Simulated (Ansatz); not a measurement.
Consider Cl···FH₃Si (SMILES [Cl-].[SiH3]F) (charge −1).

```json
{"atom": "Cl", "x (Å)": "0.0425", "y (Å)": "0.2508", "z (Å)": "-2.2477"}
{"atom": "Si", "x (Å)": "-0.0037", "y (Å)": "-0.0220", "z (Å)": "0.1969"}
{"atom": "F", "x (Å)": "-0.0355", "y (Å)": "-0.2097", "z (Å)": "1.8795"}
{"atom": "H", "x (Å)": "1.1711", "y (Å)": "0.8886", "z (Å)": "0.1791"}
{"atom": "H", "x (Å)": "-1.3690", "y (Å)": "0.5568", "z (Å)": "0.0941"}
{"atom": "H", "x (Å)": "0.1947", "y (Å)": "-1.4646", "z (Å)": "-0.1019"}
```

Geometry: PBE0-D4/def2-TZVPD.

The calculation used Ansatz 0.2.0, RKS PBE0-D4/def2-TZVPPD.

What can the converged electron density and electron localisation function tell about the bonding?

Si2···Cl1 (2.46 Å): the density falls to about 0.31 e/Å³ on the way; the ELF peaks at about 0.85 between the atoms.
Si–F (1.69 Å): ρ at the midpoint is about 0.91 e/Å³; the ELF peaks at about 0.85 in the valence shell of F, 0.7 Å from its nucleus, and is about 0.45 at the midpoint.
Si–Cl (2.46 Å): ρ at the midpoint is about 0.41 e/Å³, with its minimum of 0.31 e/Å³ about 0.9 Å from Si; the ELF peaks at about 0.85 between the atoms.
Si–H (1.49 Å): ρ is about 0.81 e/Å³ halfway; the ELF climbs to about 1 towards the hydrogen, as it does in any bond to H.

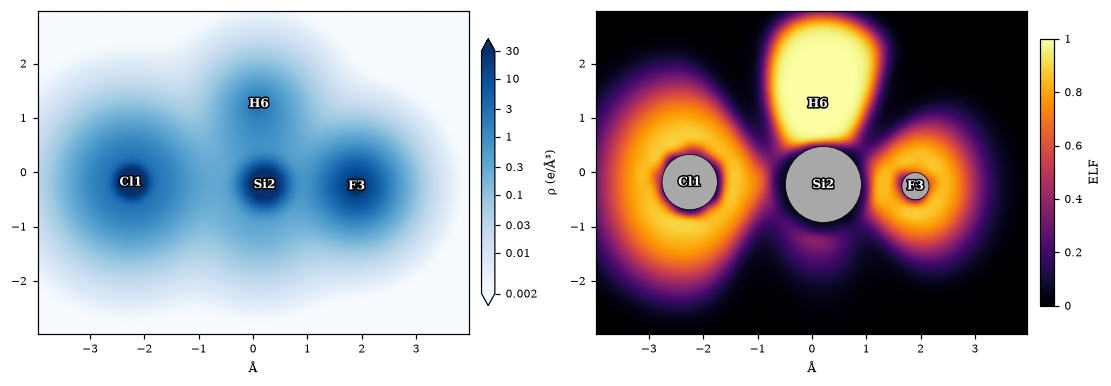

Computed electron density and electron localisation function on the plane of atoms F3, Si2 and H6, in this order. Grey discs cover the atomic cores in the ELF map. 
